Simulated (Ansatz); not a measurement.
# HfB2 (P6/mmm): modes against biaxial strain in the (0001) plane, that of a and b

Wanted: the shifts of the zone-centre modes of HfB2 (P6/mmm) with strain.

Program: Ansatz 0.2.0. Level of theory: DFT PBEsol, scalar-relativistic, plane waves, PAW; PAW set soft_1. Results are calculated unless marked as measured.

## Step 1: Starting point

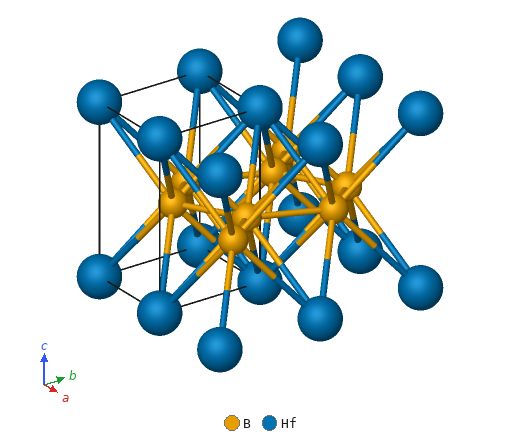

Start, viewed slightly off an axis; boron orange, hafnium blue. 2×2×1 cells are drawn. Some periodic images of atoms are drawn too.

## Step 2: Relaxation

Harmonic phonons are second derivatives at a point where the forces vanish, and they are wanted at zero stress, so atoms and cell are relaxed first.

input.yaml reads:

```yaml
crystal:
  lattice:
    - [3.14, 0.0, 0.0]
    - [-1.57, 2.7193197679, 0.0]
    - [0.0, 0.0, 3.48]
  atoms:
    - { symbol: B, position: [0.33333333, 0.66666667, 0.5] }
    - { symbol: B, position: [0.66666667, 0.33333333, 0.5] }
    - { symbol: Hf, position: [0.0, 0.0, 0.0] }
kpoints:
  mp_grid: { grid: [15, 15, 12] }
hamiltonian:
  xc: pbesol
  pseudopotentials: { kind: paw, azcp: { folder: soft_1 }, xc_functional: pbe }
scf:
  occupations: { method: gaussian, width: 0.1 }
output:
  forces: true
  stress: true
  eigenvalues: true
  write_density: true
  write_potential: true
  elf: true
  volumetric_format: npy
relax:
  adjacent_minimum: "off"
  f_tol: 0.005
  max_steps: 80
  cell: { stress_tol: 0.05 }
```

Launch:

```sh
$ ansatz run input.yaml --threads 4 --pin off --max-ram 10240MiB --backend cpu --events-out ev --progress --plain --runs-dir out
```

Numbers of over 12 decimals in the logs are rounded to 6 here.

What it wrote:

```text
Engine: ansatz 0.2.0, aarch64-unknown-linux-gnu
Pseudopotentials: kind: paw
Pseudopotential: B, paw, valence charge 3, recommended cutoff 420 eV (normal), soft_1/B.paw.azcp
Pseudopotential: Hf, paw, valence charge 26, recommended cutoff 420 eV (normal), soft_1/Hf.paw.azcp
Functional definition: PBEsol
  exchange = pbesol_x
  correlation = pbesol_c
Crystal: 3 atoms, lattice volume = 29.715 Å³
Basis set: ecut = 420 eV, 563 PW (Γ), exchange–correlation on 48×48×48 points (8 copies of the dense FFT grid, shifted against one another)
Bands: 20, of which v1, the nominal top of the filled ones, is band 16 counted from 1 (15 counted from 0)
Symmetry: 24 space group operations
Space group: P6/mmm (ITA 191), of the structure as read, at distance tolerance 3.1e-5 Å
k-points: 189 of 2700
Non-local potential: B, projectors of the file, l = 0: 2, l = 1: 2, l = 2: 1
Non-local potential: Hf, projectors of the file, l = 0: 3, l = 1: 2, l = 2: 2, l = 3: 3
PAW form: soft (Blöchl's): semilocal exchange-correlation on the pseudo side does not see the compensation charge
PAW frozen core: B, regenerated for the run's functional, and the local potential with it (the file was generated under x = pbe(κ = 0.804, μ = 0.219515), c = pbe(β = 0.066725))
PAW frozen core: Hf, regenerated for the run's functional, and the local potential with it (the file was generated under x = pbe(κ = 0.804, μ = 0.219515), c = pbe(β = 0.066725))
PAW one-centre angular grid: B, 110 points (default); XC on 64 Gauss nodes
PAW one-centre angular grid: Hf, 590 points (default); XC on 64 Gauss nodes
Initial density: superposition of atomic densities (chi_scale 0.1, normalization cell, long waves kept (reshape's long-wave potential 0.00 eV rms))
Initial wavefunctions: pseudopotential atomic-orbital guess
Functional: x = pbesol(κ = 0.804, μ = 0.123457), c = pbesol(β = 0.046)
SCF iter   1: F=—  HF=-15907.955221 eV  |F-HF|=—  |Δ(HF+E_count)|=         —  Δρ=6.35e-2  dr2=1.87e0  ethr=3.10e-3  ⟨swp⟩=4.5  Hψ=15063  notcnv=0
preconditioner: auto → none  [metal: Δε(μ)=0.055 eV  Ē_g=16.626 eV  σ=0.100 eV  W_gap=0.30  n_scr=8 (ndim 8)  ℏωp=37.3 eV  f_vac=0.000  D(μ)=0.27/eV (n_scr^D=0)  sad-step TF]
SCF iter   2: F=—  HF=-15907.559437 eV  |F-HF|=—  |Δ(HF+E_count)|=   3.96e-1  Δρ=3.38e-2  dr2=5.46e-1  ethr=3.10e-3  ⟨swp⟩=3.0  Hψ=8033  notcnv=0  defer=2
SCF iter   3: F=—  HF=-15907.433001 eV  |F-HF|=—  |Δ(HF+E_count)|=   1.26e-1  Δρ=1.10e-2  dr2=2.45e-2  ethr=1.71e-3  ⟨swp⟩=2.3  Hψ=7895  notcnv=0  defer=2
SCF iter   4: F=—  HF=-15907.373318 eV  |F-HF|=—  |Δ(HF+E_count)|=   5.97e-2  Δρ=2.94e-3  dr2=1.25e-3  ethr=7.65e-5  ⟨swp⟩=2.3  Hψ=8290  notcnv=0  defer=2
SCF iter   5: F=—  HF=-15907.376408 eV  |F-HF|=—  |Δ(HF+E_count)|=   3.09e-3  Δρ=8.52e-4  dr2=2.72e-4  ethr=3.90e-6  ⟨swp⟩=2.0  Hψ=6910  notcnv=0  defer=2
SCF iter   6: F=—  HF=-15907.376208 eV  |F-HF|=—  |Δ(HF+E_count)|=   2.00e-4  Δρ=1.38e-4  dr2=1.09e-5  ethr=8.51e-7  ⟨swp⟩=2.0  Hψ=6812  notcnv=0  defer=2
SCF iter   7: F=—  HF=-15907.376205 eV  |F-HF|=—  |Δ(HF+E_count)|=   3.65e-6  Δρ=2.90e-5  dr2=2.42e-7  ethr=3.41e-8  ⟨swp⟩=2.2  Hψ=5554  notcnv=0  defer=2
SCF iter   8: F=-15907.376204 eV  HF=-15907.376204 eV  |F-HF|=5.97e-10  |Δ(HF+E_count)|=   7.47e-8  Δρ=3.06e-6  dr2=1.04e-9  ethr=3.13e-10  ⟨swp⟩=9.4  Hψ=28098  notcnv=0
SCF 1 converged in 8 iterations: F = -15907.376204 eV  dr2 = 1.04e-9
  greatest PAW one-centre occupation: 0.998 electrons in one spin orbital (limit 2), on the Hf atom at site 2 (counted from 0), in its partial waves of l = 0
relax step   1: F+E_penalty+E_count = -15907.37620447 eV  Δ(F+E_penalty+E_count) = +0.000e0 eV  max|allowed force component| = 1.480e-16 eV/Å  Δτ_max = 0.0000 Å  P = -4.363 GPa  Ω = 29.715 Å³  (8 SCF iters, dr2 threshold 1.00e-7 eV, accepted)
Crystal: 3 atoms, lattice volume = 28.977 Å³
Initial density: handed on by an earlier stage of this run
Initial wavefunctions: those handed on with the density
iter 1 solved again at ethr=9.64e-6 eV; its pass at ethr=3.10e-3 eV (dr2=3.09e-3 eV) is discarded
SCF iter   1: F=—  HF=-15907.382511 eV  |F-HF|=—  |Δ(HF+E_count)|=         —  Δρ=2.59e-3  dr2=3.06e-3  ethr=9.64e-6  ⟨swp⟩=1.2  Hψ=22363  notcnv=0
preconditioner: auto → none  [metal: Δε(μ)=0.067 eV  Ē_g=17.467 eV  σ=0.100 eV  W_gap=0.36  n_scr=8 (ndim 8)  ℏωp=37.8 eV  f_vac=0.000  D(μ)=0.24/eV (n_scr^D=0)]
SCF iter   2: F=—  HF=-15907.381758 eV  |F-HF|=—  |Δ(HF+E_count)|=   7.53e-4  Δρ=1.05e-3  dr2=5.11e-4  ethr=9.57e-6  ⟨swp⟩=2.0  Hψ=6526  notcnv=0
SCF iter   3: F=—  HF=-15907.381571 eV  |F-HF|=—  |Δ(HF+E_count)|=   1.88e-4  Δρ=4.31e-4  dr2=2.04e-5  ethr=1.60e-6  ⟨swp⟩=2.0  Hψ=6380  notcnv=0
SCF iter   4: F=—  HF=-15907.381570 eV  |F-HF|=—  |Δ(HF+E_count)|=   5.66e-7  Δρ=1.38e-4  dr2=2.66e-6  ethr=6.36e-8  ⟨swp⟩=2.1  Hψ=6578  notcnv=0
SCF iter   5: F=-15907.381571 eV  HF=-15907.381571 eV  |F-HF|=3.95e-8  |Δ(HF+E_count)|=   5.38e-7  Δρ=2.35e-5  dr2=5.03e-8  ethr=9.37e-10  ⟨swp⟩=8.1  Hψ=29863  notcnv=0
SCF 2 converged in 5 iterations: F = -15907.381571 eV  dr2 = 5.03e-8
relax step   2: F+E_penalty+E_count = -15907.38157083 eV  Δ(F+E_penalty+E_count) = -5.366e-3 eV  max|allowed force component| = 1.110e-16 eV/Å  Δτ_max = 0.0000 Å  P = +1.845 GPa  Ω = 28.977 Å³  energy of the carried Pulay correction = +5.603e-4 eV  (5 SCF iters, dr2 threshold 3.00e-7 eV, accepted)
Crystal: 3 atoms, lattice volume = 29.176 Å³
iter 1 solved again at ethr=7.22e-7 eV; its pass at ethr=3.10e-3 eV (dr2=2.31e-4 eV) is discarded
SCF iter   1: F=—  HF=-15907.384230 eV  |F-HF|=—  |Δ(HF+E_count)|=         —  Δρ=1.02e-3  dr2=2.75e-4  ethr=7.22e-7  ⟨swp⟩=2.1  Hψ=21490  notcnv=0
preconditioner: auto → none  [metal: Δε(μ)=0.020 eV  Ē_g=17.489 eV  σ=0.100 eV  W_gap=0.11  n_scr=8 (ndim 8)  ℏωp=37.7 eV  f_vac=0.000  D(μ)=0.22/eV (n_scr^D=0)]
SCF iter   2: F=—  HF=-15907.384135 eV  |F-HF|=—  |Δ(HF+E_count)|=   9.50e-5  Δρ=4.26e-4  dr2=3.39e-5  ethr=7.22e-7  ⟨swp⟩=2.0  Hψ=6569  notcnv=0
SCF iter   3: F=—  HF=-15907.384128 eV  |F-HF|=—  |Δ(HF+E_count)|=   7.40e-6  Δρ=2.02e-4  dr2=6.90e-6  ethr=1.06e-7  ⟨swp⟩=2.0  Hψ=6050  notcnv=0
SCF iter   4: F=—  HF=-15907.384126 eV  |F-HF|=—  |Δ(HF+E_count)|=   1.94e-6  Δρ=6.62e-5  dr2=3.59e-7  ethr=2.16e-8  ⟨swp⟩=2.0  Hψ=6795  notcnv=0
SCF iter   5: F=-15907.384126 eV  HF=-15907.384126 eV  |F-HF|=4.40e-8  |Δ(HF+E_count)|=   4.30e-8  Δρ=1.19e-5  dr2=1.54e-8  ethr=9.37e-10  ⟨swp⟩=8.9  Hψ=26714  notcnv=0
SCF 3 converged in 5 iterations: F = -15907.384126 eV  dr2 = 1.54e-8
relax step   3: F+E_penalty+E_count = -15907.38412600 eV  Δ(F+E_penalty+E_count) = -2.555e-3 eV  max|allowed force component| = 2.837e-16 eV/Å  Δτ_max = 0.0000 Å  P = +0.229 GPa  Ω = 29.176 Å³  energy of the carried Pulay correction = +4.218e-4 eV  (5 SCF iters, dr2 threshold 3.00e-7 eV, accepted)
[...]
relax step   4: F+E_penalty+E_count = -15907.38423615 eV  Δ(F+E_penalty+E_count) = -1.101e-4 eV  max|allowed force component| = 2.529e-16 eV/Å  Δτ_max = 0.0000 Å  P = -0.020 GPa  Ω = 29.199 Å³  energy of the carried Pulay correction = +3.991e-4 eV  (4 SCF iters, dr2 threshold 3.00e-7 eV, accepted)
Initial wavefunctions: pseudopotential atomic-orbital guess (no wavefunctions were taken with the density)
iter 1 solved again at ethr=3.04e-9 eV; its pass at ethr=3.10e-3 eV (dr2=9.74e-7 eV) is discarded
SCF iter   1: F=—  HF=-15907.383872 eV  |F-HF|=—  |Δ(HF+E_count)|=         —  Δρ=4.02e-5  dr2=1.57e-7  ethr=3.04e-9  ⟨swp⟩=3.9  Hψ=28172  notcnv=0
preconditioner: auto → none  [metal: Δε(μ)=0.027 eV  Ē_g=17.478 eV  σ=0.100 eV  W_gap=0.15  n_scr=8 (ndim 8)  ℏωp=37.6 eV  f_vac=0.000  D(μ)=0.23/eV (n_scr^D=0)]
SCF iter   2: F=—  HF=-15907.383866 eV  |F-HF|=—  |Δ(HF+E_count)|=   5.61e-6  Δρ=2.54e-5  dr2=9.66e-8  ethr=4.91e-10  ⟨swp⟩=2.0  Hψ=6815  notcnv=0
SCF iter   3: F=—  HF=-15907.383866 eV  |F-HF|=—  |Δ(HF+E_count)|=   1.19e-8  Δρ=1.09e-5  dr2=1.13e-8  ethr=3.02e-10  ⟨swp⟩=2.0  Hψ=6785  notcnv=0
SCF iter   4: F=—  HF=-15907.383866 eV  |F-HF|=—  |Δ(HF+E_count)|=   1.00e-9  Δρ=2.87e-6  dr2=3.81e-10  ethr=3.52e-11  ⟨swp⟩=2.0  Hψ=6046  notcnv=0
SCF iter   5: F=—  HF=-15907.383866 eV  |F-HF|=—  |Δ(HF+E_count)|=  3.82e-10  Δρ=7.96e-7  dr2=3.14e-11  ethr=1.19e-12  ⟨swp⟩=2.0  Hψ=6739  notcnv=0
SCF iter   6: F=-15907.383866 eV  HF=-15907.383866 eV  |F-HF|=0.00e0  |Δ(HF+E_count)|=  3.64e-11  Δρ=4.66e-8  dr2=2.20e-13  ethr=1.00e-12  ⟨swp⟩=5.3  Hψ=16796  notcnv=0
SCF 5 converged in 6 iterations: F = -15907.383866 eV  dr2 = 2.20e-13
relax step   5: F+E_penalty+E_count = -15907.38386589 eV  Δ(F+E_penalty+E_count) = +3.703e-4 eV  max|allowed force component| = 2.714e-16 eV/Å  Δτ_max = 0.0000 Å  P = -0.038 GPa  Ω = 29.199 Å³  stress off target by 4.04e-2 GPa  SCF on the basis re-selected at this cell (its energy is not comparable with the rows above)  (6 SCF iters)
basis re-selected at this cell: Δ(F+E_penalty+E_count) = +3.703e-4 eV, ΔP = -0.017 GPa vs the last step (what re-selecting the basis moved, of the pressure what is left beyond the Pulay correction that the steps carried, after the strain that the cell walked since its last selection, with what the two solves' SCF thresholds leave and, on support functions, any second-order correction that the steps lacked; it is no m [...]
SCF converged after 6 iterations
Free energy (F): -15907.383866 eV
Harris-Foulkes:  -15907.383866 eV  (|F-HF|=0.00e0)
Internal energy: -15907.382727 eV  (E = F + TS)
E sigma→0 (E₀):  -15907.383296 eV
Entropy (-TS):   -0.001139 eV (-0.380 meV/atom)
Fermi energy:    19.425952 eV
--- Per-component energies (eV) ---
  E_band       = 95.094377
  E_kinetic    = 512.771602
  E_local      = -6475.195582  (includes V_loc(G=0)·N_el)
  E_nonlocal   = 82.034547
  E_hartree    = 3190.384659
  E_xc         = -332.856942
  E_vxc        = -335.780276  (∫ρ·V_xc dr)
  E_paw        = -7727.532102  (= ΣΔE_a)
  E_vpaw       = -69.505337  (= ΣTr[D̂ρ^β])
  E_aug_tail   = 0.000119  (compensation charges beyond the density's cutoff)
  E_ewald      = -5158.269506
  E_core_change = 1.280478  (= ΣΔE_core)
  E_smearing   = -0.001139  (= −TS)
  E_closure    = 0.000000  (closes the sum)
  Σ components = -15907.383866   (vs F -15907.383866, Δ=0.00e0)
--- Forces (eV/Å), atoms counted from 1 ---
  atom   1  B     -0.00000000    -0.00000000    -0.00000000
  atom   2  B     -0.00000000     0.00000000     0.00000000
  atom   3  Hf     0.00000000    -0.00000000     0.00000000
  max |Σ_I F_I| component: 7.40e-17 eV/Å
--- Stress (GPa, compression-positive) ---
       -0.040356       0.000000      -0.000000
        0.000000      -0.040356      -0.000000
       -0.000000      -0.000000      -0.032215
  P = ⅓ Tr σ = -0.0376 GPa (-0.376 kbar)
--- Band table (eV; the first three rows and the last of 189) ---
  k-point 0: bands = [... 12 lower, 16.3301, 16.4202, 16.4202, 16.7486, 23.4460, 23.4460, 24.1726, 24.1726]
  k-point 1: bands = [... 12 lower, 15.4557, 16.4941, 16.4941, 17.5833, 22.5924, 22.5924, 23.9232, 23.9232]
  k-point 2: bands = [... 12 lower, 14.3668, 16.7126, 16.7126, 18.5793, 21.5681, 21.5681, 23.2695, 23.2695]
  k-point 188: bands = [... 12 lower, 10.2513, 13.9062, 16.2198, 16.2198, 23.9806, 24.8635, 26.5039, 26.5039]
--- Relaxed structure (4 steps of the walk, 4 accepted, 1 SCFs on fresh bases) ---
  F+E_penalty+E_count = -15907.38386589 eV   max|allowed force component| = 2.714e-16 eV/Å   (the final SCF, on the basis selected at the relaxed cell)
  cell:  # Å, volume = 29.1987 Å³
    - [3.127391, 0.0, 0.0]
    - [-1.563696, 2.708400, 0.0]
    - [0.0, 0.0, 3.447218]
  atoms:
    - { symbol: B, position: [0.333333, 0.666667, 0.5] }
    - { symbol: B, position: [0.666667, 0.333333, 0.5] }
    - { symbol: Hf, position: [0, 0, 0.0] }
```

It took 11 s on 4 threads of Arm Neoverse V1, shared host; peak memory 0.42 GiB; 39 s of CPU time.

Step by step:

```
step  energy less that of the first step (eV)  largest force component (eV/Å)  pressure (GPa)  volume (Å³)
   1                                   0.0000                          0.0000           -4.36        29.71
   2                                  -0.0054                          0.0000            1.85        28.98
   3                                  -0.0079                          0.0000            0.23        29.18
   4                                  -0.0080                          0.0000           -0.02        29.20
  5*                                  -0.0077                          0.0000           -0.04        29.20
```

Relaxation steps marked * repeat the geometry before them on a plane-wave basis chosen anew for their cell, so energy and pressure can jump there.

The run keeps the 24 symmetry operations that it works with, so distortions that break them were not tested.

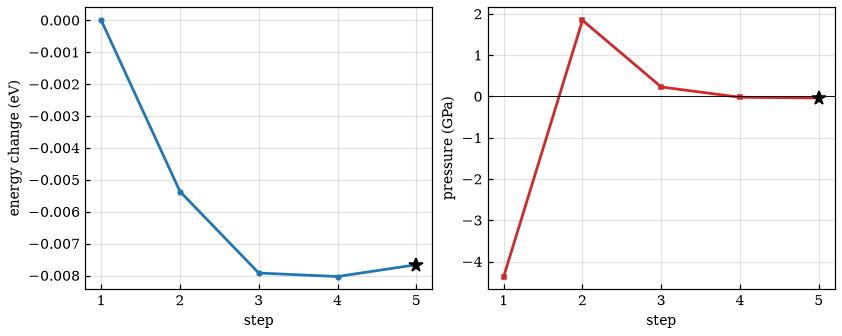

Energy and pressure along the relaxation. Stars mark steps on a basis chosen anew.

```
conventional cell, symmetrised  before  after  change
                         a (Å)   3.140  3.127  -0.4 %
                         b (Å)   3.140  3.127  -0.4 %
                         c (Å)   3.480  3.447  -0.9 %
              volume (Å³/atom)    9.90   9.73  -1.7 %
```

Final coordinates:

```cif
data_structure
_symmetry_space_group_name_H-M 'P 1'
_symmetry_Int_Tables_number 1
_cell_length_a 3.1274
_cell_length_b 3.1274
_cell_length_c 3.4472
_cell_angle_alpha 90.000
_cell_angle_beta 90.000
_cell_angle_gamma 120.000
_cell_volume 29.20
loop_
_atom_site_label
_atom_site_type_symbol
_atom_site_fract_x
_atom_site_fract_y
_atom_site_fract_z
_atom_site_occupancy
B1 B 0.33333 0.66667 0.50000 1
B2 B 0.66667 0.33333 0.50000 1
Hf3 Hf 0.00000 0.00000 0.00000 1
```

Numbers from this step:

- pressure: -0.03764 GPa
- volume per atom: 9.733 Å³
- gap on the k-mesh: 0 eV

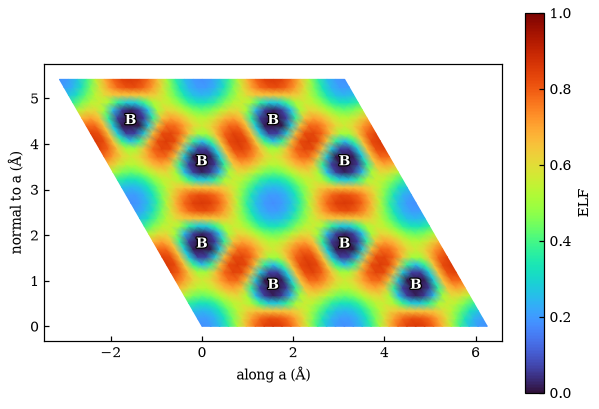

ELF in the ab plane at fractional z = 0.500, with atoms of B within 0.2 Å of it. It is the smooth field of the valence electrons, not physical close to the nuclei.

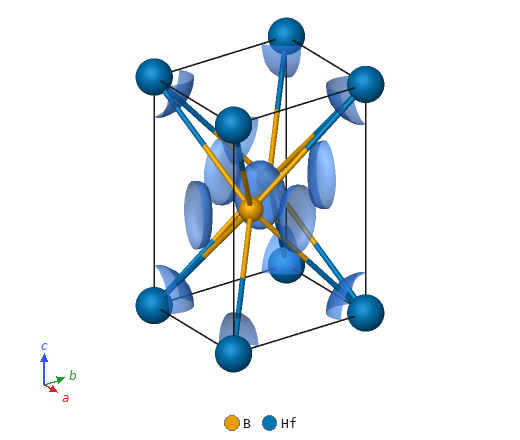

Surface of ELF = 0.78.

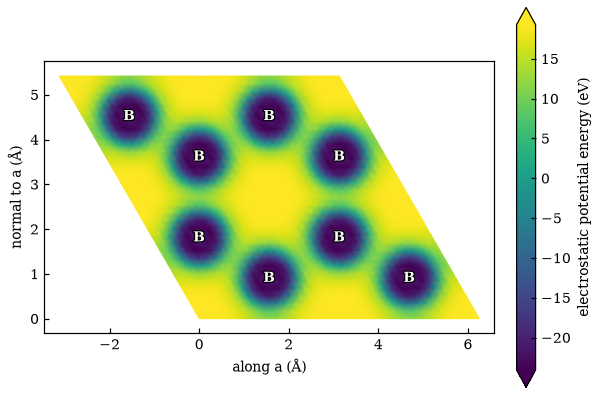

Electrostatic potential energy in the ab plane at fractional z = 0.500, with atoms of B within 0.2 Å of it. With pseudopotentials it is smooth inside the atoms' cores, unlike the true potential.

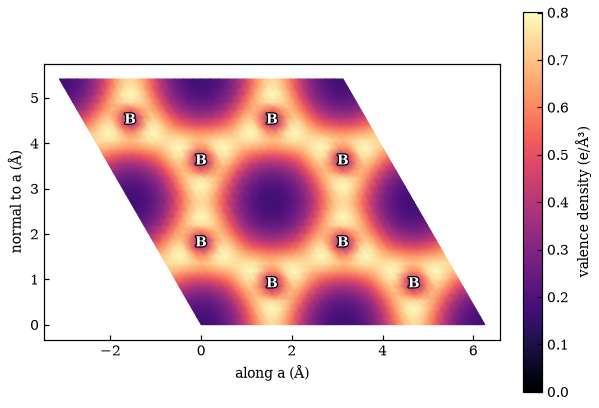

Valence density in the ab plane at fractional z = 0.500, with atoms of B within 0.2 Å of it. It is the smooth field of the valence electrons, not physical close to the nuclei.

In this step the volume went from 9.90 to 9.73 Å³/atom.

## Step 3: Tight relaxation

Phonons need small forces and stress, so the relaxation is finished with tight tolerances on 15×15×12 k points.

input.yaml, the sections that differ from step 2:

```yaml
crystal:
  lattice:
    - [3.1273910949, 0.0, 0.0]
    - [-1.5636955474, 2.7084001357, 0.0]
    - [0.0, 0.0, 3.4472179595]
  atoms:
    - { symbol: B, position: [0.3333333333, 0.6666666667, 0.5] }
    - { symbol: B, position: [0.6666666667, 0.3333333333, 0.5] }
    - { symbol: Hf, position: [0.0, 0.0, 0.0] }
scf:
  occupations: { method: methfessel_paxton, width: 0.2 }
relax:
  adjacent_minimum: "off"
  f_tol: 0.001
  max_steps: 60
  cell: { stress_tol: 0.01 }
# kpoints, hamiltonian, output: as in step 2
```

What it wrote:

```text
[...]
Crystal: 3 atoms, lattice volume = 29.199 Å³
Basis set: ecut = 420 eV, 563 PW (Γ), exchange–correlation on 48×48×48 points (8 copies of the dense FFT grid, shifted against one another)
Bands: 20, of which v1, the nominal top of the filled ones, is band 16 counted from 1 (15 counted from 0)
Symmetry: 24 space group operations
[...]
k-points: 189 of 2700
[...]
k-point 188: bands = [... 12 lower, 10.2539, 13.9088, 16.2229, 16.2229, 23.9838, 24.8681, 26.5083, 26.5083]
--- Relaxed structure (3 steps of the walk, 3 accepted, 1 SCFs on fresh bases) ---
[...]
cell:  # Å, volume = 29.1942 Å³
    - [3.127156, -2.886527074630469e-11, 0]
    - [-1.563578, 2.708197, 0]
    - [0, 0, 3.447199]
  atoms:
    - { symbol: B, position: [0.333333, 0.666667, 0.5] }
    - { symbol: B, position: [0.666667, 0.333333, 0.5] }
    - { symbol: Hf, position: [0, 0, 0] }
[key lines of the parts left out:]
SCF converged after 4 iterations
Free energy (F): -15907.383233 eV
Fermi energy:    19.422278 eV
P = ⅓ Tr σ = -0.0006 GPa (-0.006 kbar)
```

Wall time 7.9 s (4 threads); peak memory 0.42 GiB; 27 s of CPU time.

Little changed from the start: no atom moved by 0.005 Å and no cell edge by 0.1 %.

Numbers from this step:

* pressure: -5.65e-4 GPa
* volume per atom: 9.731 Å³

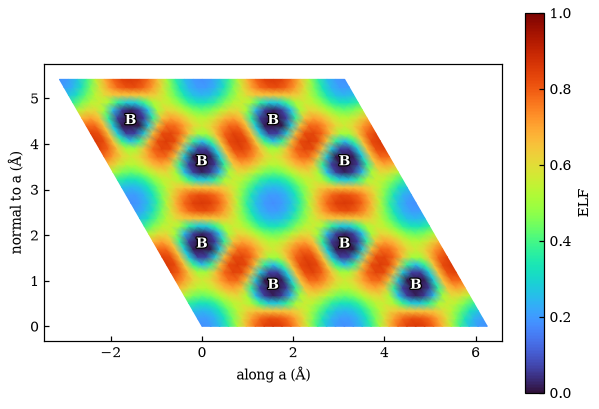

ELF in the ab plane at fractional z = 0.500, with atoms of B within 0.2 Å of it. It is the smooth field of the valence electrons, not physical close to the nuclei.

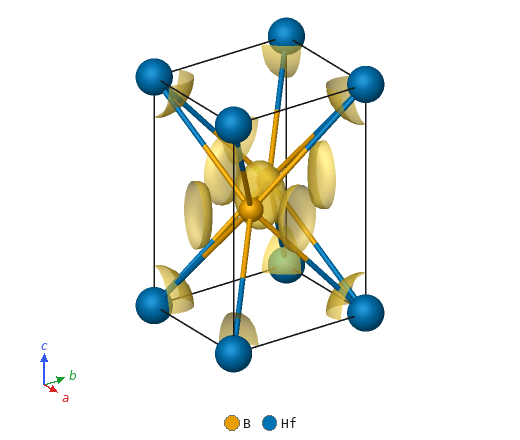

Surface of ELF = 0.78.

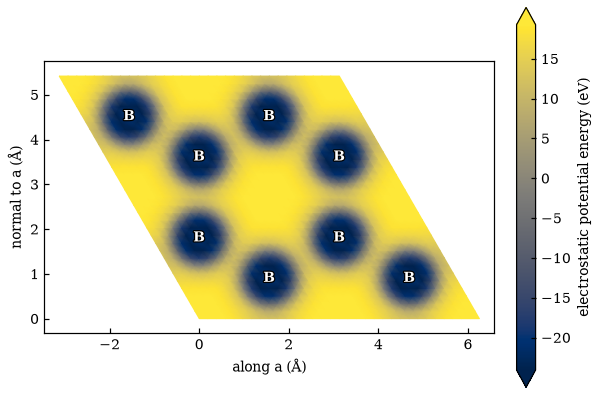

Electrostatic potential energy in the ab plane at fractional z = 0.500, with atoms of B within 0.2 Å of it. With pseudopotentials it is smooth inside the atoms' cores, unlike the true potential.

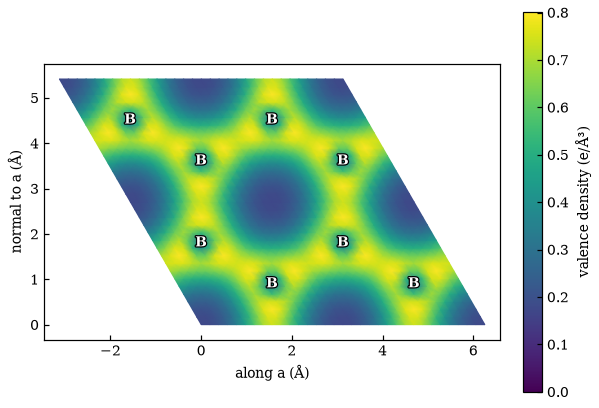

Valence density in the ab plane at fractional z = 0.500, with atoms of B within 0.2 Å of it. It is the smooth field of the valence electrons, not physical close to the nuclei.

The forces vanish by symmetry and the pressure is -0.001 GPa, within the tolerances set. The cell now holds 9.73 Å³/atom.

(Part 1 of 3 ends here.)

[Logs are printed without paths, hosts, clocks, repeated set-up lines and the standing remarks that a program may print on its own settings, such as how far it seeks lower states.]

[Hosts, paths, dates, database ids (printed as entryN), source tags and the programs' standing remarks are cut or masked in the printed files.]
